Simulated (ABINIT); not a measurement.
## BP (F-43m): G0W0 with ABINIT, start to end

Wanted: ground state, empty states, screening and self-energy for BP (F-43m).

Program: ABINIT 10.8.3. Level of theory: PBE and many-body steps on it, plane waves. Results are calculated unless marked as measured.

## Step 1: The starting structure

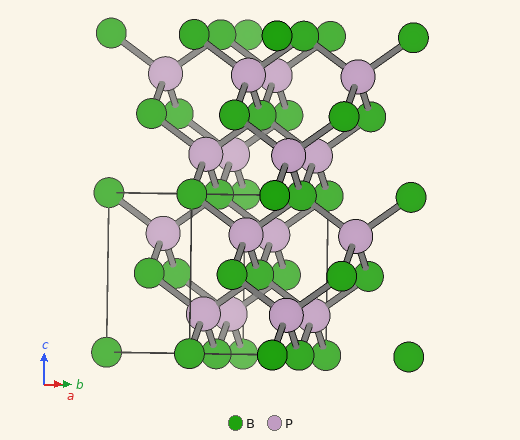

The starting structure, seen slightly off an axis (boron green, phosphorus pink). 2×1×2 cells are drawn. This picture shows the conventional cell, with its axes. Bonds to atoms that aren't drawn are left out. Some periodic images of atoms are drawn too.

As a file:

```cif
data_structure
_symmetry_space_group_name_H-M 'P 1'
_symmetry_Int_Tables_number 1
_cell_length_a 3.2089
_cell_length_b 3.2089
_cell_length_c 3.2089
_cell_angle_alpha 60.000
_cell_angle_beta 60.000
_cell_angle_gamma 60.000
_cell_volume 23.36
loop_
_atom_site_label
_atom_site_type_symbol
_atom_site_fract_x
_atom_site_fract_y
_atom_site_fract_z
_atom_site_occupancy
B1 B 0.00000 0.00000 0.00000 1
P2 P 0.25000 0.25000 0.25000 1
```

The cell and positions come from the Crystallography Open Database and are kept as given unless a step says otherwise.

## Step 2: Ground state

This step: ABINIT 10.8.3; DFT, PBE, plane waves, norm-conserving pseudopotentials.

The ground-state density comes first.

run.abi

```
acell 3*1.0 Angstrom
rprim 
  0.000000000000 2.269000000000 2.269000000000
  2.269000000000 0.000000000000 2.269000000000
  2.269000000000 2.269000000000 0.000000000000
ntypat 2
znucl 5 15
natom 2
typat 1 2
xred 
  0.000000000000 0.000000000000 0.000000000000
  0.250000000000 0.250000000000 0.250000000000
pp_dirpath "pseudos"
pseudos "B.upf, P.upf"
ecut 34
ngkpt 8 8 8
nshiftk 1
shiftk 0 0 0
kptopt 1
chksymbreak 0
nband 9
occopt 1
tolvrs 1e-10
nstep 60
prtwf 0
optforces 0
optstress 0
indata_prefix "in"
outdata_prefix "out"
tmpdata_prefix "tmp"
```

On the command line:

```console
$ OMP_NUM_THREADS=1 mpirun -n 4 abinit run.abi > log
```

Numbers of over 12 decimals in the logs are rounded to 6 here.

The program printed:

```text
.Version 10.8.3 of ABINIT. v10.8.2 released Aug 2026.

 Symmetries : space group F-4 3 m (#216); Bravais cF (face-center cubic)
================================================================================
 Values of the parameters that define the memory need of the present run
     intxc =       0    ionmov =       0      iscf =       7    lmnmax =       6
     lnmax =       6     mgfft =      32  mpssoang =       3    mqgrid =    3001
     natom =       2  nloc_mem =       1    nspden =       1   nspinor =       1
    nsppol =       1      nsym =      24    n1xccc =    2501    ntypat =       2
    occopt =       1   xclevel =       2
-    mband =           9        mffmem =           1         mkmem =           8
       mpw =        1506          nfft =       32768          nkpt =          29
================================================================================
  Rough estimation (10% accuracy) of disk space for files :
================================================================================

--------------------------------------------------------------------------------
------------- Echo of variables that govern the present computation ------------
--------------------------------------------------------------------------------
 -outvars: echo values of preprocessed input variables --------
            acell      1.8897261259E+00  1.8897261259E+00  1.8897261259E+00 Bohr

      chksymbreak           0
             ecut      3.40000000E+01 Hartree
-          fftalg         312

              ixc     -101130
              kpt      0.00000000E+00  0.00000000E+00  0.00000000E+00
                       1.25000000E-01  0.00000000E+00  0.00000000E+00
                       2.50000000E-01  0.00000000E+00  0.00000000E+00
                       3.75000000E-01  0.00000000E+00  0.00000000E+00
                       5.00000000E-01  0.00000000E+00  0.00000000E+00
                       1.25000000E-01  1.25000000E-01  0.00000000E+00
                       2.50000000E-01  1.25000000E-01  0.00000000E+00
                       3.75000000E-01  1.25000000E-01  0.00000000E+00
                       5.00000000E-01  1.25000000E-01  0.00000000E+00
   [... 18 further rows ...]
                      -3.75000000E-01  5.00000000E-01  1.25000000E-01
                      -2.50000000E-01  5.00000000E-01  2.50000000E-01
         kptrlatt        8    0    0      0    8    0      0    0    8
          kptrlen      4.85107901E+01
P           mkmem           8
            natom           2
            nband           9
            ngfft          32      32      32
             nkpt          29
            nstep          60
             nsym          24
           ntypat           2
              occ      2.000000  2.000000  2.000000  2.000000  0.000000  0.000000
[...]
optforces           0
        optstress           0
            prtwf           0
            rprim      0.0000000000E+00  2.2690000000E+00  2.2690000000E+00
[...]
spgroup         216

           tolvrs      1.00000000E-10

             xred      0.0000000000E+00  0.0000000000E+00  0.0000000000E+00
[...]
znucl        5.00000   15.00000

================================================================================

 chkinp: Checking input parameters for consistency.

================================================================================
== DATASET  1 ==================================================================
-   mpi_nproc: 4, omp_nthreads: 1 (-1 if OMP is not activated)

--- !DatasetInfo
iteration_state: {dtset: 1, }
dimensions: {natom: 2, nkpt: 29, mband: 9, nsppol: 1, nspinor: 1, nspden: 1, mpw: 1506, }
cutoff_energies: {ecut:  34.0, pawecutdg:  -1.0, }
electrons: {nelect:   8.00000000E+00, charge:   0.00000000E+00, occopt:   1.00000000E+00, tsmear:   1.00000000E-02, }

 Real(R)+Recip(G) space primitive vectors, cartesian coordinates (Bohr,Bohr^-1):
 R(1)=  0.0000000  4.2877886  4.2877886  G(1)= -0.1166102  0.1166102  0.1166102
 R(2)=  4.2877886  0.0000000  4.2877886  G(2)=  0.1166102 -0.1166102  0.1166102
 R(3)=  4.2877886  4.2877886  0.0000000  G(3)=  0.1166102  0.1166102 -0.1166102
 Unit cell volume ucvol=  1.5766311E+02 bohr^3
 Angles (23,13,12)=  6.00000000E+01  6.00000000E+01  6.00000000E+01 degrees

 getcut: wavevector=  0.0000  0.0000  0.0000  ngfft=  32  32  32
         ecut(hartree)=     34.000   => boxcut(ratio)=   2.01047

--- Pseudopotential description ------------------------------------------------
- B Generated using ONCVPSP code by D. R. Hamann
-  5.00000   3.00000  171031                  znucl, zion, pspdat
12 -101130 1 -1 1534                          pspcod,pspxc,lmax,lloc,mmax
     nproj     2     2     0
  pspatm : epsatm=    3.38844616
         --- l  ekb(1:nproj) -->
[...]
pspatm: atomic psp has been read  and splines computed

- P Generated using ONCVPSP code by D. R. Hamann
- 15.00000   5.00000  171031                  znucl, zion, pspdat
12 -101130 2 -1 1298                          pspcod,pspxc,lmax,lloc,mmax
     nproj     2     2     2
  pspatm : epsatm=    8.05910421
         --- l  ekb(1:nproj) -->
[...]
2   -3.154982   -0.827415
 pspatm: atomic psp has been read  and splines computed

   9.15804030E+01                                ecore*ucvol(ha*bohr**3)
--------------------------------------------------------------------------------

_setup2: Arith. and geom. avg. npw (full set) are    1493.475    1493.449

================================================================================

--- !BeginCycle
iteration_state: {dtset: 1, }
solver: {iscf: 7, nstep: 60, nline: 4, wfoptalg: 0, }
tolerances: {tolvrs: 1.00E-10, }

     iter   Etot(hartree)      deltaE(h)  residm     vres2
 ETOT  1  -9.869870    -9.870E+00 5.216E-02 9.030E+01
 ETOT  2  -9.892252    -2.238E-02 4.815E-03 1.817E+01
 ETOT  3  -9.896686    -4.435E-03 5.351E-03 1.261E-01
 ETOT  4  -9.896710    -2.323E-05 7.433E-03 2.373E-03
 ETOT  5  -9.896710    -1.775E-07 5.378E-03 4.971E-05
 ETOT  6  -9.896710    -3.536E-09 2.331E-03 6.175E-07
 ETOT  7  -9.896710    -5.026E-11 7.999E-04 1.692E-08
 ETOT  8  -9.896710    -9.450E-13 1.683E-04 3.445E-10
 ETOT  9  -9.896710     2.363E-13 6.151E-05 1.548E-12

 At SCF step    9       vres2   =  1.55E-12 < tolvrs=  1.00E-10 =>converged.

--- !ResultsGS
iteration_state: {dtset: 1, }
comment   : Summary of ground state results
lattice_vectors:
- [  0.0000000,   4.2877886,   4.2877886, ]
- [  4.2877886,   0.0000000,   4.2877886, ]
- [  4.2877886,   4.2877886,   0.0000000, ]
lattice_lengths: [   6.06385,    6.06385,    6.06385, ]
lattice_angles: [ 60.000,  60.000,  60.000, ] # degrees, (23, 13, 12)
lattice_volume:   1.5766311E+02
convergence: {deltae:  2.363E-13, res2:  1.548E-12, residm:  6.151E-05, diffor:  0.000E+00, }
etotal    :  -9.89670974E+00
entropy   :   0.00000000E+00
fermie    :   2.67006735E-01
cartesian_stress_tensor: null
pressure_GPa: null
xred      :
- [  0.0000E+00,   0.0000E+00,   0.0000E+00,  B]
- [  2.5000E-01,   2.5000E-01,   2.5000E-01,  P]
cartesian_forces: null
force_length_stats: {min: null, max: null, mean: null, }

 Integrated electronic density in atomic spheres:
 ------------------------------------------------
 Atom  Sphere_radius  Integrated_density
    1        2.00000          2.70990900
    2        2.00000          2.92263652
================================================================================

 ----iterations are completed or convergence reached----

 Mean square residual over all n,k,spin=   47.057E-08; max=  61.505E-06
 reduced coordinates (array xred) for    2 atoms
       0.000000000000      0.000000000000      0.000000000000
       0.250000000000      0.250000000000      0.250000000000
 rms dE/dt=  0.0000E+00; max dE/dt=  0.0000E+00; dE/dt below (all hartree)
    1       0.000000000000      0.000000000000      0.000000000000
    2       0.000000000000      0.000000000000      0.000000000000

 cartesian coordinates (angstrom) at end:
    1      0.000000     0.000000     0.000000
    2      1.134500     1.134500     1.134500
 length scales=  1.889726125908  1.889726125908  1.889726125908 bohr
              =  1.000000000000  1.000000000000  1.000000000000 angstroms
 prteigrs : about to open file out_EIG
 Fermi (or HOMO) energy (hartree) =   0.26701   Average Vxc (hartree)=  -0.39956
 Eigenvalues (hartree) for nkpt=  29  k points:
 kpt#   1, nband=  9, wtk=  0.00195, kpt=  0.0000  0.0000  0.0000 (reduced coord)
  -0.30111    0.26701    0.26701    0.26701    0.39220    0.39220    0.39220    0.53740
   0.69048
 prteigrs : prtvol=0 or 1, do not print more k-points.

--- !EnergyTerms
iteration_state     : {dtset: 1, }
comment             : Components of total free energy in Hartree
kinetic             :  4.64395738634320E+00
hartree             :  6.30836753486012E-01
xc                  : -3.32226206940715E+00
Ewald energy        : -1.04916197636976E+01
psp_core            :  5.80861330051174E-01
local_psp           : -2.96903600272399E+00
non_local_psp       :  1.03055262904093E+00
total_energy        : -9.89670973690742E+00
total_energy_eV     : -2.69303191215349E+02
band_energy         :  2.27567509801290E-01

== END DATASET(S) ==============================================================
================================================================================

 -outvars: echo values of variables after computation  --------
           etotal     -9.8967097369E+00
            nband           9
             nkpt          29
          spgroup         216
 [... the other variables as echoed above ...]

 Calculation completed.
```

Elapsed: 4.3 s, on 4 MPI ranks of Arm Neoverse V1, shared host; peak memory 0.25 GiB.

This step gave:

```yaml
total_energy: -269.3032 eV
gap: 1.280 eV
k_of_the_valence_top: 0, 0, 0
k_of_the_conduction_bottom: 0.375, 0.375, 0
least_direct_gap: 3.407 eV
```

The gap is indirect, with the least direct gap 2.13 eV higher.

## Step 3: Bands along the symmetry lines

Levels along a band path, at the cheap level, show where the edges lie and whether the meshes to come will hold them.

run.abi

```
acell 3*1.0 Angstrom
rprim 
  0.000000000000 2.269000000000 2.269000000000
  2.269000000000 0.000000000000 2.269000000000
  2.269000000000 2.269000000000 0.000000000000
ntypat 2
znucl 5 15
natom 2
typat 1 2
xred 
  0.000000000000 0.000000000000 0.000000000000
  0.250000000000 0.250000000000 0.250000000000
pp_dirpath "pseudos"
pseudos "B.upf, P.upf"
ecut 34
iscf -2
irdden 1
kptopt 0
nkpt 50
kpt 
  0.00000000 0.00000000 0.00000000
  -0.06250000 -0.06250000 0.00000000
  -0.12500000 -0.12500000 0.00000000
  -0.18750000 -0.18750000 0.00000000
  -0.25000000 -0.25000000 0.00000000
  -0.31250000 -0.31250000 0.00000000
  -0.37500000 -0.37500000 0.00000000
  -0.43750000 -0.43750000 0.00000000
  -0.50000000 -0.50000000 0.00000000
  -0.48437500 -0.48437500 0.03125000
  -0.46875000 -0.46875000 0.06250000
  -0.45312500 -0.45312500 0.09375000
  -0.43750000 -0.43750000 0.12500000
  -0.42187500 -0.42187500 0.15625000
  -0.40625000 -0.40625000 0.18750000
  -0.39062500 -0.39062500 0.21875000
  -0.37500000 -0.37500000 0.25000000
  -0.37500000 0.00000000 0.37500000
  -0.32812500 0.00000000 0.32812500
  -0.28125000 0.00000000 0.28125000
  -0.23437500 0.00000000 0.23437500
  -0.18750000 0.00000000 0.18750000
  -0.14062500 0.00000000 0.14062500
  -0.09375000 0.00000000 0.09375000
  -0.04687500 0.00000000 0.04687500
  0.00000000 0.00000000 0.00000000
  0.00000000 0.00000000 0.06250000
  0.00000000 0.00000000 0.12500000
  0.00000000 0.00000000 0.18750000
  0.00000000 0.00000000 0.25000000
  0.00000000 0.00000000 0.31250000
  0.00000000 0.00000000 0.37500000
  0.00000000 0.00000000 0.43750000
  0.00000000 0.00000000 0.50000000
  -0.06250000 -0.03125000 0.46875000
  -0.12500000 -0.06250000 0.43750000
  -0.18750000 -0.09375000 0.40625000
  -0.25000000 -0.12500000 0.37500000
  -0.31250000 -0.15625000 0.34375000
  -0.37500000 -0.18750000 0.31250000
  -0.43750000 -0.21875000 0.28125000
  -0.50000000 -0.25000000 0.25000000
  -0.50000000 -0.28125000 0.21875000
  -0.50000000 -0.31250000 0.18750000
  -0.50000000 -0.34375000 0.15625000
  -0.50000000 -0.37500000 0.12500000
  -0.50000000 -0.40625000 0.09375000
  -0.50000000 -0.43750000 0.06250000
  -0.50000000 -0.46875000 0.03125000
  -0.50000000 -0.50000000 0.00000000
istwfk *1
nband 11
nbdbuf 2
tolwfr 1e-08
nstep 40
prtwf 0
prtvol 0
indata_prefix "in"
outdata_prefix "out"
tmpdata_prefix "tmp"
```

The program printed:

```text
.Version 10.8.3 of ABINIT. v10.8.2 released Aug 2026.

 Symmetries : space group F-4 3 m (#216); Bravais cF (face-center cubic)
[... echo of the input left out ...]
== DATASET  1 ==================================================================
-   mpi_nproc: 4, omp_nthreads: 1 (-1 if OMP is not activated)

--- !DatasetInfo
iteration_state: {dtset: 1, }
dimensions: {natom: 2, nkpt: 50, mband: 11, nsppol: 1, nspinor: 1, nspden: 1, mpw: 1524, }
cutoff_energies: {ecut:  34.0, pawecutdg:  -1.0, }
electrons: {nelect:   8.00000000E+00, charge:   0.00000000E+00, occopt:   1.00000000E+00, tsmear:   1.00000000E-02, }

 Real(R)+Recip(G) space primitive vectors, cartesian coordinates (Bohr,Bohr^-1):
 R(1)=  0.0000000  4.2877886  4.2877886  G(1)= -0.1166102  0.1166102  0.1166102
 R(2)=  4.2877886  0.0000000  4.2877886  G(2)=  0.1166102 -0.1166102  0.1166102
 R(3)=  4.2877886  4.2877886  0.0000000  G(3)=  0.1166102  0.1166102 -0.1166102
 Unit cell volume ucvol=  1.5766311E+02 bohr^3
 Angles (23,13,12)=  6.00000000E+01  6.00000000E+01  6.00000000E+01 degrees

 getcut: wavevector=  0.0000  0.0000  0.0000  ngfft=  32  32  32
         ecut(hartree)=     34.000   => boxcut(ratio)=   2.01047

--- Pseudopotential description ------------------------------------------------
- B Generated using ONCVPSP code by D. R. Hamann
-  5.00000   3.00000  171031                  znucl, zion, pspdat
12 -101130 1 -1 1534                          pspcod,pspxc,lmax,lloc,mmax
     nproj     2     2     0
  pspatm : epsatm=    3.38844616
         --- l  ekb(1:nproj) -->
             0    8.382104    1.234201
             1   -3.719492   -0.867526
 pspatm: atomic psp has been read  and splines computed

- P Generated using ONCVPSP code by D. R. Hamann
- 15.00000   5.00000  171031                  znucl, zion, pspdat
12 -101130 2 -1 1298                          pspcod,pspxc,lmax,lloc,mmax
     nproj     2     2     2
  pspatm : epsatm=    8.05910421
         --- l  ekb(1:nproj) -->
             0    6.598722    1.052341
[...]
pspatm: atomic psp has been read  and splines computed

--------------------------------------------------------------------------------

================================================================================
 prteigrs : about to open file out_EIG
 Non-SCF case, kpt    1 (  0.00000  0.00000  0.00000), residuals and eigenvalues=
  2.07E-09  2.03E-09  2.54E-09  7.57E-09  9.91E-10  7.95E-09  8.75E-09  2.09E-09
[...]
-3.0111E-01  2.6701E-01  2.6701E-01  2.6701E-01  3.9220E-01  3.9220E-01
  3.9220E-01  5.3740E-01  6.9047E-01  7.0970E-01  7.0970E-01
 Non-SCF case, kpt    2 ( -0.06250 -0.06250  0.00000), residuals and eigenvalues=
  4.40E-09  2.39E-09  4.87E-09  9.99E-09  1.46E-09  4.38E-09  3.97E-09  3.31E-09
[...]
-2.9765E-01  2.5282E-01  2.5282E-01  2.5505E-01  3.8534E-01  4.1020E-01
[...]
3.54E-09  2.57E-09  3.37E-09  7.93E-09  3.89E-09  3.70E-09  8.59E-09  5.77E-09
[...]
-2.8732E-01  2.2366E-01  2.2386E-01  2.2386E-01  3.6930E-01  4.5040E-01
  4.5040E-01  5.4631E-01  6.4728E-01  7.2434E-01  7.3398E-01
[...]
Non-SCF case, kpt   49 ( -0.50000 -0.46875  0.03125), residuals and eigenvalues=
[...]
-1.2244E-01 -4.7675E-02  1.1332E-01  1.1345E-01  3.2073E-01  3.3283E-01
  7.0552E-01  7.0931E-01  8.1682E-01  8.6372E-01  9.1210E-01
 Non-SCF case, kpt   50 ( -0.50000 -0.50000  0.00000), residuals and eigenvalues=
[...]
-1.2278E-01 -4.8232E-02  1.1583E-01  1.1583E-01  3.1652E-01  3.2827E-01
  7.1044E-01  7.1044E-01  8.2597E-01  8.7270E-01  9.2368E-01

--- !ResultsGS
iteration_state: {dtset: 1, }
comment   : Summary of ground state results
lattice_vectors:
- [  0.0000000,   4.2877886,   4.2877886, ]
- [  4.2877886,   0.0000000,   4.2877886, ]
- [  4.2877886,   4.2877886,   0.0000000, ]
lattice_lengths: [   6.06385,    6.06385,    6.06385, ]
lattice_angles: [ 60.000,  60.000,  60.000, ] # degrees, (23, 13, 12)
lattice_volume:   1.5766311E+02
convergence: {deltae:  0.000E+00, res2:  0.000E+00, residm:  9.993E-09, diffor:  0.000E+00, }
etotal    :  -9.89670974E+00
entropy   :   0.00000000E+00
fermie    :   2.67006735E-01
cartesian_stress_tensor: null
pressure_GPa: null
xred      :
- [  0.0000E+00,   0.0000E+00,   0.0000E+00,  B]
- [  2.5000E-01,   2.5000E-01,   2.5000E-01,  P]
cartesian_forces: null
force_length_stats: {min: null, max: null, mean: null, }

 Integrated electronic density in atomic spheres:
 ------------------------------------------------
 Atom  Sphere_radius  Integrated_density
[...]
================================================================================

 ----iterations are completed or convergence reached----

 Mean square residual over all n,k,spin=   47.323E-10; max=  99.929E-10
 reduced coordinates (array xred) for    2 atoms
[...]
cartesian coordinates (angstrom) at end:
    1      0.000000     0.000000     0.000000
    2      1.134500     1.134500     1.134500
 length scales=  1.889726125908  1.889726125908  1.889726125908 bohr
              =  1.000000000000  1.000000000000  1.000000000000 angstroms
 prteigrs : about to open file out_EIG
 Eigenvalues (hartree) for nkpt=  50  k points:
 kpt#   1, nband= 11, wtk=  1.00000, kpt=  0.0000  0.0000  0.0000 (reduced coord)
[...]
kpt#   2, nband= 11, wtk=  1.00000, kpt= -0.0625 -0.0625  0.0000 (reduced coord)
[...]
kpt#   3, nband= 11, wtk=  1.00000, kpt= -0.1250 -0.1250  0.0000 (reduced coord)
[...]
kpt#  49, nband= 11, wtk=  1.00000, kpt= -0.5000 -0.4687  0.0313 (reduced coord)
  -0.12244   -0.04767    0.11332    0.11345    0.32073    0.33283    0.70552    0.70931
   0.81682    0.86372    0.91210
 kpt#  50, nband= 11, wtk=  1.00000, kpt= -0.5000 -0.5000  0.0000 (reduced coord)
  -0.12278   -0.04823    0.11583    0.11583    0.31652    0.32827    0.71044    0.71044
   0.82597    0.87270    0.92368

== END DATASET(S) ==============================================================
================================================================================

 -outvars: echo values of variables after computation  --------
            nband          11
             nkpt          50
          spgroup         216
 [... the other variables as echoed above ...]

 Calculation completed.
```

Run time: 4 s. Hardware: 4 MPI ranks; peak memory 0.24 GiB.

This step gave:

```
gap                        : 1.260 eV
k of the valence top       : 0, 0, 0
k of the conduction bottom : -0.4375, -0.4375, 0
least direct gap           : 3.407 eV
```

The gap is 1.260 eV, −0.020 eV from the run before at this level.

Electronic bands along the path, in eV, zero at the top of the highest filled band; v1 is the highest filled band, c1 the lowest empty one:

```tsv
point	v4	v3	v2	v1	c1	c2	c3	c4
Γ	-15.46	0.00	0.00	0.00	3.41	3.41	3.41	7.36
X	-10.61	-8.58	-4.11	-4.11	1.35	1.67	12.07	12.07
U	-10.61	-8.16	-6.22	-3.50	2.16	6.00	9.71	10.59
jump to K	-10.61	-8.16	-6.22	-3.50	2.16	6.00	9.71	10.59
Γ	-15.46	0.00	0.00	0.00	3.41	3.41	3.41	7.36
L	-12.14	-9.03	-1.76	-1.76	3.78	4.72	4.72	10.13
W	-10.33	-8.05	-5.67	-5.47	5.33	6.77	7.23	7.45
X	-10.61	-8.58	-4.11	-4.11	1.35	1.67	12.07	12.07
```

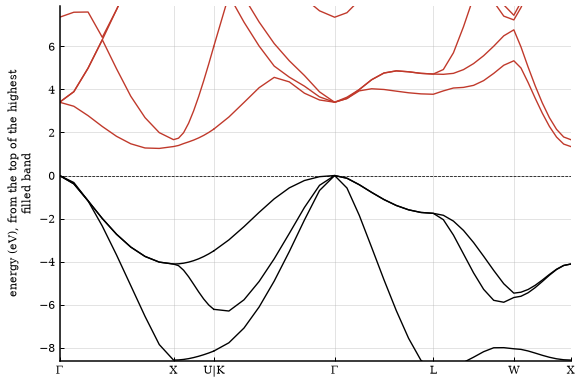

Electronic bands along the path; lines of filled and empty bands in two colours.

(Continued in part 2 of 2.)

[Paths, hosts, dates, memory and timing lines, banners, echoed tables and standing remarks are left out of the program output.]

[Logs are printed without paths, hosts, clocks, repeated set-up lines and the standing remarks that a program may print on its own settings, such as how far it seeks lower states.]

[Runs of the session that timed out or met a known fault of the program may be left out.]

[Hosts, paths, dates, database ids (printed as entryN), source tags and the programs' standing remarks are cut or masked in the printed files.]

[G0W0 gaps are taken among the corrected bands and points alone; a level outside them can change the order at an edge.]

[Where Ansatz stands beside ABINIT at settings called matched, ABINIT's density can come from a denser mesh and the files from another edition; pairs whose starting gaps differed by over 0.03 eV were left out, so agreement reads better than it is.]
